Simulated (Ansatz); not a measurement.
**H3O2Si: composite energy at a relaxed geometry, by script**

The task is a composite energy at a relaxed geometry, for H3O2Si. SMILES: O[SiH]O.

Computed with the Python package of Ansatz 0.2.0. The levels of theory stand in the script.

**1. The system**

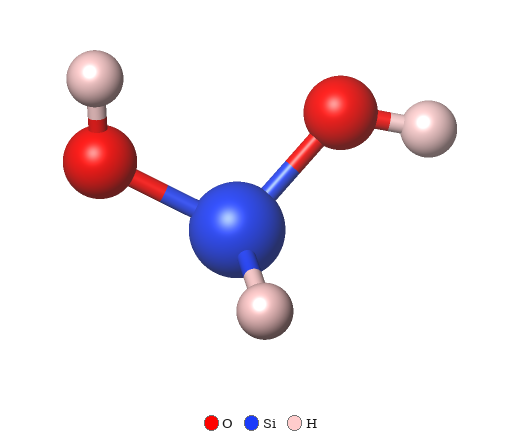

The structure that the script starts from, seen from a chosen angle (oxygen red, silicon blue, hydrogen pink).

Input file h3o2si.xyz:

```xyz
6

O    -1.02349   -0.62929   -0.23192
Si    0.43910    0.06916   -0.51885
O     1.24893   -0.05441    0.87677
H    -1.66627   -0.72172   -0.92596
H     0.24043    1.46326   -0.89963
H     0.76129   -0.12700    1.69959
```

**2. The script**

File h3o2si.py:

```python
"""Relax H3O2Si cheaply, then refine its energy."""

from dataclasses import dataclass
import itertools

import ansatz as az
from ase.data import atomic_numbers, covalent_radii
import numpy as np


@dataclass
class Options:
    basis_set: str = "def2-SVP"
    xc: str = "B3LYP"


cfg = Options()

molecule = az.Crystal.molecule_from_extxyz("h3o2si.xyz")

calculation = (
    molecule.calculation()
    .basis(gaussian=cfg.basis_set)
    .functional(cfg.xc)
    .spin("collinear", total=1)
)
symbols = [site.symbol for site in molecule.cartesian_sites]
start = np.array([site.position_ang for site in molecule.cartesian_sites], dtype=float)
rep = calculation.relax(force_tolerance=0.01).run().report
end = np.array(rep["positions_ang"])
# pairs closer than 1.2 times the sum of covalent radii, before or after
radius = [covalent_radii[atomic_numbers[s]] for s in symbols]
span = lambda where, i, j: np.linalg.norm(where[i] - where[j])
bonded = [(i, j) for i, j in itertools.combinations(range(len(symbols)), 2) if min(span(start, i, j), span(end, i, j)) < 1.2 * (radius[i] + radius[j])]
print("pair        before    after (A)")
for i, j in bonded:
    print(f"{symbols[i]}{i}-{symbols[j]}{j}".ljust(10), f"{span(start, i, j):8.4f} {span(end, i, j):8.4f}")

minimum = az.Crystal.molecule()
for symbol, place in zip(symbols, end):
    minimum = minimum.atom(symbol, place.tolist())
at_minimum = minimum.calculation().spin("collinear", total=1)
# MP2 extrapolated to the basis limit, plus the small-basis difference CCSD(T) - MP2
level = lambda method, basis: at_minimum.basis(gaussian=basis).correlation(method).run().report
small, large, cluster = level("mp2", "cc-pVDZ"), level("mp2", "cc-pVTZ"), level("ccsd_t", "cc-pVDZ")
corr = lambda each: (each["free_energy_ev"] - each["reference_energy_ev"]) / 27.211386246
mp2_limit = (27 * corr(large) - 8 * corr(small)) / 19
pieces = {"HF / cc-pVTZ": large["reference_energy_ev"] / 27.211386246, "MP2 correlation, DZ-TZ limit": mp2_limit, "CCSD(T) - MP2 / cc-pVDZ": corr(cluster) - corr(small)}
for name, value in pieces.items():
    print(f"{name:32s} {value:14.6f} Ha")
print(f"{'sum':32s} {sum(pieces.values()):14.6f} Ha")
print("T1 diagnostic", round(cluster["correlation"]["coupled_cluster"]["t1_diagnostic"], 4))
```

**3. What the engine is handed**

The package turns the script's settings into the engine's input (first run):

```yaml
crystal:
  periodic: [false, false, false]
  atoms:
    - { symbol: O, position_ang: [-1.02349, -0.62929, -0.23192] }
    - { symbol: Si, position_ang: [0.4391, 0.06916, -0.51885] }
    - { symbol: O, position_ang: [1.24893, -0.05441, 0.87677] }
    - { symbol: H, position_ang: [-1.66627, -0.72172, -0.92596] }
    - { symbol: H, position_ang: [0.24043, 1.46326, -0.89963] }
    - { symbol: H, position_ang: [0.76129, -0.127, 1.69959] }
basis:
  gaussian:
    orbitals: def2-SVP
hamiltonian:
  xc: b3lyp
magnetization:
  spin_polarized: true
  initial_magnetization: 1.0
relax:
  f_tol: 0.01
```

**4. Launch**

On the command line:

```sh
> python h3o2si.py
```

Log:

```text
pair        before    after (A)
O0-Si1       1.6460   1.6773
O0-H3        0.9505   0.9651
Si1-O2       1.6183   1.6657
Si1-H4       1.4588   1.5031
O2-H5        0.9592   0.9655
HF / cc-pVTZ                        -440.532996 Ha
MP2 correlation, DZ-TZ limit          -0.642176 Ha
CCSD(T) - MP2 / cc-pVDZ               -0.031144 Ha
sum                                 -441.206316 Ha
T1 diagnostic 0.0156
```

Wall time 47 s (1 thread of Arm Neoverse V1, shared host); peak memory 0.32 GiB.

**5. How the relaxation of run 0 went**

Relaxation path:

```csv
step,energy from step 1 (eV),largest force component (eV/Å)
1,0.0000,1.0838
2,-0.0619,0.7161
3,-0.0859,0.2266
4,-0.0961,0.5458
5,-0.0969,0.6522
6,-0.0134,2.1070
7,-0.1220,0.3035
8,-0.1222,0.7573
9,-0.1339,0.9026
10,-0.1496,0.1061
11,-0.1429,0.1283
12,-0.1498,0.1463
13,-0.1504,0.1194
14,-0.1519,0.0190
15,-0.1519,0.0217
16,-0.1519,0.0086
```

Step 1 is the start. Steps 6, 11 were tried and not accepted.

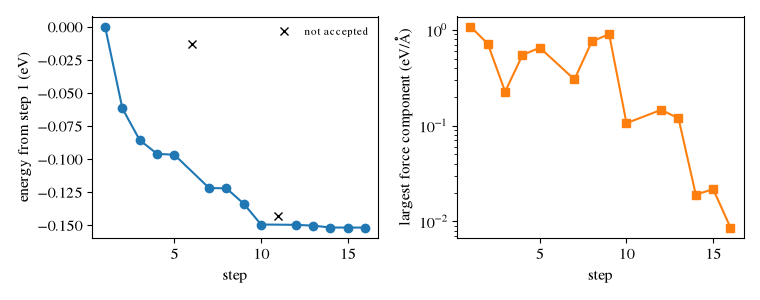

Energy and largest force along the relaxation.

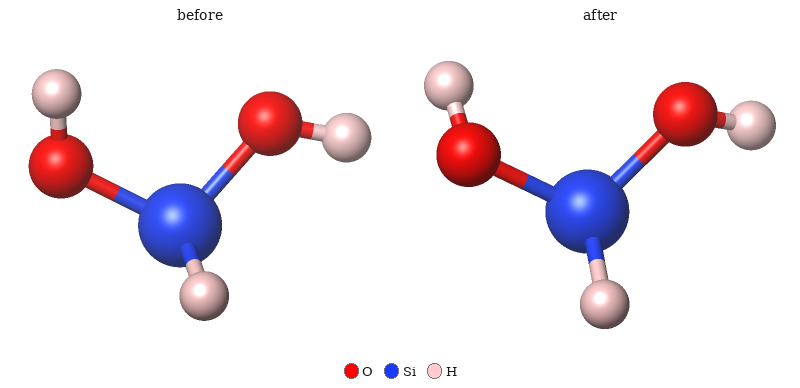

Before and after, at one scale.

Before: Bond lengths: O1–Si2 1.646 Å, Si2–O3 1.618 Å, O1–H4 0.950 Å, Si2–H5 1.459 Å, O3–H6 0.959 Å. Angles: O1–Si2–O3 105.2°, O1–Si2–H5 109.3°, O3–Si2–H5 111.5°, Si2–O1–H4 121.0°, Si2–O3–H6 119.4°.

After: Bond lengths: O1–Si2 1.677 Å, Si2–O3 1.666 Å, O1–H4 0.965 Å, Si2–H5 1.503 Å, O3–H6 0.965 Å. Angles: O1–Si2–O3 107.5°, O1–Si2–H5 112.3°, O3–Si2–H5 104.0°, Si2–O1–H4 116.5°, Si2–O3–H6 116.5°.

Run 0 is this relaxation; the runs after it count from 1.

**6. The engine's runs**

The 3 runs, in the order started:

```tsv
run	basis	method	energy (eV)	<S²>	iterations in all	CPU time (s)
1	cc-pVDZ	mp2	-11997.6212	0.75	17	0.57
2	cc-pVTZ	mp2	-12003.5085	0.76	12	2.4
3	cc-pVDZ	ccsd_t	-11998.4687	0.75	26	4.4
```

**7. Outcome**

```
        quantity           value
   T1 diagnostic          0.0156
composite energy  -441.206316 Ha
   runs compared               3
```

In CPU time, run 3 cost about 7.7 times as much as run 1. A T1 diagnostic under about 0.02 supports a single-reference treatment, as here. Run 0: After 13 moves the largest shift is 0.441 Å, of atom 6 (H). What to keep in mind:
- The sum leaves out core correlation, relativity, the Hartree-Fock basis error and zero-point energy; a DZ-TZ extrapolation is rough.
- The species is open-shell (spin multiplicity 2).
- b3lyp holds the VWN-RPA fit, as in Gaussian; the form of ORCA and Turbomole is b3lyp5.
- Inner cores stay frozen, so this is valence correlation.
- For Al to Cl the sets with a tight d function, cc-pV(X+d)Z, are usual.
- An extrapolation from small basis sets is rough.
